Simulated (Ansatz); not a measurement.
# NBrO (nitrosyl bromide) at 6 levels

Wanted: a comparison of 6 runs (HF/STO-3G, UHF/STO-3G, CAM-B3LYP/STO-3G, PBE0/STO-3G, wB97X/STO-3G, CCSDT/STO-3G) of NBrO (nitrosyl bromide). 

The results are computed with Ansatz 0.2.0.

69 further runs of the same task are left out: 10 that didn't finish, 59 set aside as unsound or not needed.

## (1) The system as given

NBrO: 3 atoms, total charge 0, spin state singlet. SMILES: `O=NBr`. The Br3–N2 distance was set to 3.175 Å, away from the relaxed value. At this shape a bond of the SMILES string is far longer than usual.

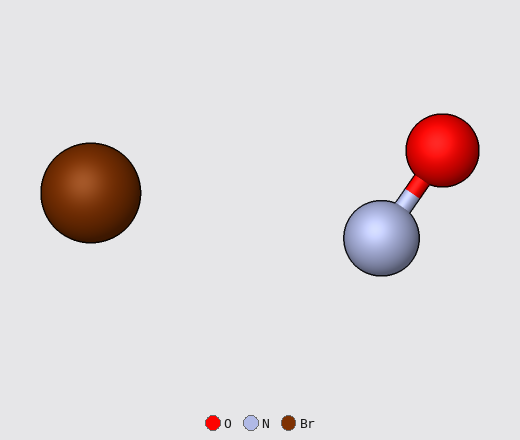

The structure, seen from a chosen angle (oxygen red, nitrogen light blue, bromine brown).

## (2) A single-point energy at HF/STO-3G (run 1)

Contents of run.yaml:

```yaml
crystal:
  periodic: [false, false, false]
  atoms:
    - symbol: O
      position_ang: [1.367741, -1.606704, 0.579863]
    - symbol: "N"
      position_ang: [0.381021, -1.596384, 0.038403]
    - symbol: Br
      position_ang: [-0.896840, 1.283280, -0.355590]
basis:
  gaussian: {orbitals: STO-3G}
hamiltonian: {xc: hf}
accuracy: high
```

Started as:

```console
$ ansatz run run.yaml --threads 1 --pin off --max-ram 3480MiB --events-out events.jsonl --progress --plain --runs-dir runs
```

The program printed:

```text
Warning: RAYON_NUM_THREADS=1 ignored (pool sized by the plan → 1); use --threads N
Functional definition: HF
  name "HF"
  exchange = exact_x
  correlation = 0
365 factors; integrals over basis functions are off by at most 2.4e-8 eV
mean field evaluation 1: about -72705.8350 eV, gradient 8.0e0 eV
mean field evaluation 2: about -72705.8542 eV, gradient 8.1e0 eV
mean field evaluation 4: about -72706.7708 eV, gradient 8.2e0 eV
mean field evaluation 8: about -72707.1172 eV, gradient 7.4e0 eV
mean field evaluation 16: about -72709.1066 eV, gradient 4.3e-4 eV
mean field evaluation 32: about -72697.9159 eV, gradient 1.0e1 eV
mean field -72709.10659119 eV, -2672.0103832235 hartree, gradient 3.0e-8 eV, S^2 0.000000; 1 other end points of the search recorded, 0 dependent functions left out
reference -72709.10659119 eV, -2672.0103832235 hartree; 25, 25 occupied and 3, 3 virtual orbitals, 365 factors
Total energy: -72709.10659119 eV, -2672.0103832235 hartree
```

Wall time 0.34 s (1 thread of Intel Xeon Platinum 8375C at 2.90GHz (Ice Lake), shared host).

## (3) The energy at UHF/STO-3G (run 2)

Contents of run.yaml:

```yaml
crystal:
  periodic: [false, false, false]
  atoms:
    - {symbol: O, position_ang: [1.367741, -1.606704, 0.579863]}
    - {symbol: N, position_ang: [0.381021, -1.596384, 0.038403]}
    - {symbol: Br, position_ang: [-0.896840, 1.283280, -0.355590]}
basis:
  gaussian: {orbitals: STO-3G}
magnetization: {spin_polarized: true}
hamiltonian: {xc: hf}
accuracy: high
```

Started as:

```console
$ ansatz run run.yaml --threads 1 --pin off --max-ram 3480MiB --events-out events.jsonl --progress --plain --runs-dir runs
```

The program printed:

```text
Warning: RAYON_NUM_THREADS=1 ignored (pool sized by the plan → 1); use --threads N
[... 4 set-up lines as earlier in the session ...]
365 factors; integrals over basis functions are off by at most 2.4e-8 eV
mean field evaluation 1: about -72705.8350 eV, gradient 5.6e0 eV
mean field evaluation 2: about -72705.8542 eV, gradient 5.7e0 eV
mean field evaluation 4: about -72706.7708 eV, gradient 5.8e0 eV
mean field evaluation 8: about -72707.1172 eV, gradient 5.3e0 eV
mean field evaluation 16: about -72709.1066 eV, gradient 7.9e-5 eV
mean field evaluation 32: about -72706.5043 eV, gradient 7.4e0 eV
mean field evaluation 64: about -72713.1156 eV, gradient 4.1e-2 eV
mean field evaluation 96: about -72713.0996 eV, gradient 1.8e-1 eV
mean field evaluation 128: about -72713.0524 eV, gradient 2.9e-1 eV
mean field evaluation 160: about -72713.0670 eV, gradient 3.0e-1 eV
mean field evaluation 192: about -72713.1183 eV, gradient 4.1e-2 eV
mean field evaluation 224: about -72713.0628 eV, gradient 5.7e-2 eV
mean field evaluation 256: about -72713.0725 eV, gradient 2.6e-1 eV
mean field evaluation 288: about -72713.0724 eV, gradient 3.0e-1 eV
mean field evaluation 320: about -72706.9471 eV, gradient 4.9e0 eV
mean field -72713.14280963 eV, -2672.1587115154 hartree, gradient 1.1e-8 eV, S^2 1.084693; 5 other end points of the search recorded, 0 dependent functions left out
reference -72713.14280963 eV, -2672.1587115154 hartree; 25, 25 occupied and 3, 3 virtual orbitals, 365 factors
Total energy: -72713.14280963 eV, -2672.1587115154 hartree
```

It took 1.6 s on 1 thread of Intel Xeon Platinum 8375C at 2.90GHz (Ice Lake), shared host.

Run 3 isn't shown in full; the table further down has it.

## (4) A single-point energy at PBE0/STO-3G (run 4)

Contents of molecule.yaml:

```yaml
crystal:
  periodic: [false, false, false]
  atoms:
    - symbol: O
      position_ang: [1.367741, -1.606704, 0.579863]
    - symbol: N
      position_ang: [0.381021, -1.596384, 0.038403]
    - symbol: Br
      position_ang: [-0.896840, 1.283280, -0.355590]
basis:
  gaussian:
    orbitals: STO-3G
hamiltonian:
  xc: {name: PBE0}
accuracy: high
```

Started as:

```console
$ ansatz run molecule.yaml --threads 1 --pin off --max-ram 3480MiB --events-out events.jsonl --progress --plain --runs-dir runs
```

The program printed:

```text
Warning: RAYON_NUM_THREADS=1 ignored (pool sized by the plan → 1); use --threads N
Functional definition: PBE0
  name "PBE0"
  parameter a = 0.25
  parameter kappa = 0.804
  parameter beta = 0.06672455060314922
  exchange = (1 - a)*pbe_x(kappa = kappa, mu = beta*pi^2/3) + a*exact_x
  correlation = pbe_c(beta = beta)
365 factors; integrals over basis functions are off by at most 2.4e-8 eV
mean field evaluation 1: about -72749.0852 eV, gradient 1.5e1 eV
mean field evaluation 2: about -72654.2581 eV, gradient 1.8e1 eV
mean field evaluation 4: about -72749.5397 eV, gradient 7.1e0 eV
mean field evaluation 8: about -72697.0315 eV, gradient 9.3e1 eV
mean field evaluation 16: about -72755.0458 eV, gradient 2.4e-5 eV
mean field evaluation 32: about -72754.4998 eV, gradient 6.5e0 eV
mean field -72755.04579467 eV, -2673.6986178128 hartree, gradient 3.2e-8 eV, S^2 0.000000; 6 other end points of the search recorded, 0 dependent functions left out
reference -72755.04579559 eV, -2673.6986178466 hartree; 25, 25 occupied and 3, 3 virtual orbitals, 365 factors
Total energy: -72755.04579559 eV, -2673.6986178466 hartree
```

Wall time 1.8 s (1 thread of Intel Xeon Platinum 8375C at 2.90GHz (Ice Lake), shared host); peak memory 0.11 GiB.

Run 5 isn't shown in full; the table further down has it.

## (5) The energy at CCSDT/STO-3G (run 6)

Contents of input.yaml:

```yaml
crystal:
  periodic: [false, false, false]
  atoms:
    - {symbol: O, position_ang: [1.367741, -1.606704, 0.579863]}
    - {symbol: N, position_ang: [0.381021, -1.596384, 0.038403]}
    - {symbol: Br, position_ang: [-0.896840, 1.283280, -0.355590]}
basis:
  gaussian: {orbitals: STO-3G}
correlation: {method: ccsdt, frozen_orbitals: {Br: 9, "N": 1, O: 1}}
accuracy: high
scf: {omitted_lower_state_checks: [cluster_reference, increment]}
```

Started as:

```console
$ ansatz run input.yaml --threads 1 --pin off --max-ram 3480MiB --events-out events.jsonl --progress --plain --runs-dir runs
```

The program printed:

```text
Warning: RAYON_NUM_THREADS=1 ignored (pool sized by the plan → 1); use --threads N
[... 13 lines left out ...]
11 core orbitals not correlated: weight in the atoms' cores, before any rotation towards them, 1.000 or more for the frozen orbitals, at most 0.000 for the correlated occupied ones
[... 65 lines left out ...]
WARN: these amplitudes may be one of several solutions (largest doubles amplitude 0.84, level shift 9.21 eV)
Total energy: -72716.56769297 eV, -2672.2845736568 hartree
Checks for a lower state left out: cluster_reference, increment
```

It took 2.5 s on 1 thread of Intel Xeon Platinum 8375C at 2.90GHz (Ice Lake), shared host.

## (6) All runs side by side

| run | level | frozen core orbitals | energy (Eh) | wall time |
| --- | --- | --- | --- | --- |
| 1 | HF/STO-3G | – | -2672.010383 | 0.34 s |
| 2 | UHF/STO-3G | – | -2672.158712 | 1.6 s |
| 3 | CAM-B3LYP/STO-3G | – | -2674.026905 | 1.9 s |
| 4 | PBE0/STO-3G | – | -2673.698618 | 1.8 s |
| 5 | wB97X/STO-3G | – | -2674.069602 | 6.3 s |
| 6 | CCSDT/STO-3G | 11 | -2672.284574 | 2.5 s |

## (7) Summary of results

| quantity | value |
| --- | --- |
| run 6: total energy | -2672.28457 Eh |
| run 6: correlation energy (11 core orbitals frozen) | -274.2 mEh |
| run 6: T1 diagnostic | 0.049 |

In words: Totals of different functionals can't be ranked against each other. In run 6 the log says that unrestricted orbitals would lower the reference, so the values rest on an unstable closed-shell determinant (other closed-shell runs at this shape may share the fault). In runs 1, 2, 3, 4, 5, 6 the basis is minimal, so the values are rough. Spin contamination of the reference: run 2 ⟨S²⟩ = 1.08. Where it is this large, the reference is a mixture of spin states, and values that rest on it are in doubt. All runs together took 15 s, the longest 6.3 s.
